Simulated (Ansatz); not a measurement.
Abstraction of H: SiH3(TeH) + CH3Mg → SiH3Te + MgH(CH3)

Species: SiH3(TeH), singlet; CH3Mg `[CH3][Mg]`, doublet; SiH3Te `[SiH3][Te]`, doublet; MgH(CH3), singlet. A radical takes H: the energy is the difference in strength between the Te–H bond broken and the Mg–H bond made.

Shapes, held fixed at every level: PBE0-D4/def2-TZVP. Programs: Ansatz 0.2.0. The zero-point and thermal change to 298 K, harmonic and unscaled (PBE0-D4/def2-TZVP), is -4.1 kJ/mol.

```tsv
level	kind	ΔH(298 K) (kJ/mol)	less CCSD(T)/def2-TZVPP
HF/def2-TZVPP	Hartree–Fock	-14.1	-16.6
PBE-D4/def2-TZVPP	GGA	+17.8	+15.3
r2SCAN-D4/def2-TZVPP	meta-GGA	+7.7	+5.2
B2PLYP/def2-TZVPP	double hybrid	+1.2	-1.3
MP2/def2-SVP	perturbation theory	-1.4	-3.9
MP2/def2-TZVPP	perturbation theory	+11.7	+9.2
CCSD/def2-SVP	coupled cluster or CI	-9.7	-12.2
CCSD(T)/def2-TZVPP	coupled cluster or CI	+2.5	0.0
```

The highest level, CCSD(T)/def2-TZVPP, gives ΔH(298 K) = +2.5 kJ/mol; the levels span -14.1 to +17.8. That is about zero within the method's error. They disagree on the sign: 5 of 8 are positive. The column of differences is taken from that level and isn't an error. No measured value is set beside it here. Open shells run unrestricted unless RO is named. For atoms past krypton def2 sets carry core potentials with scalar relativity. Correlated rows may include outer-core shells of Mg, Te, which these sets cover unevenly.

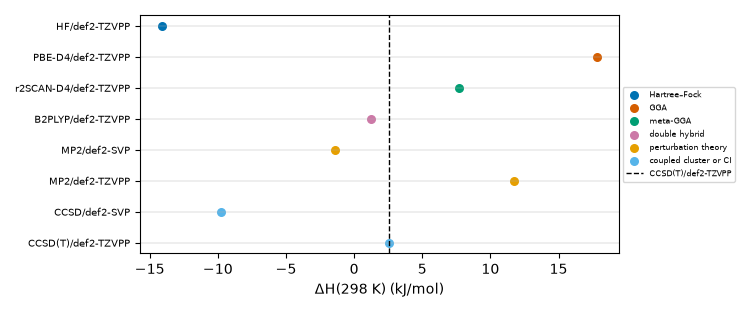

The values of the table, level by level.
